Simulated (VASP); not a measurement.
Energy against volume of MgO (rock salt). Calculation: SCAN meta-GGA, VASP's PBE PAW potentials (set 64) (plane waves; VASP).

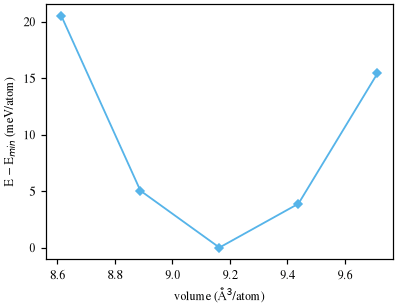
Figure: Energy against volume

Task: Estimate the equilibrium volume and the bulk modulus.

Result: The minimum lies near 9.2 Å³/atom, and the curvature gives B0 of about 170 GPa.

Measured: bulk modulus 170 GPa at 0 K (computed value off by +1.4 %), as given by Daniel Mejia-Rodriguez et al., Physical Review B (2018), arXiv:1807.09216 [0 K value with the zero-point phonon effect removed]; a 4.189 Å at 0 K (computed value off by -0.0 %), as given by Daniel Mejia-Rodriguez et al., Physical Review B (2018), arXiv:1807.09216 [static lattice: zero-point anharmonic expansion removed].

The compound is MgO in the rock salt structure. It was relaxed first.
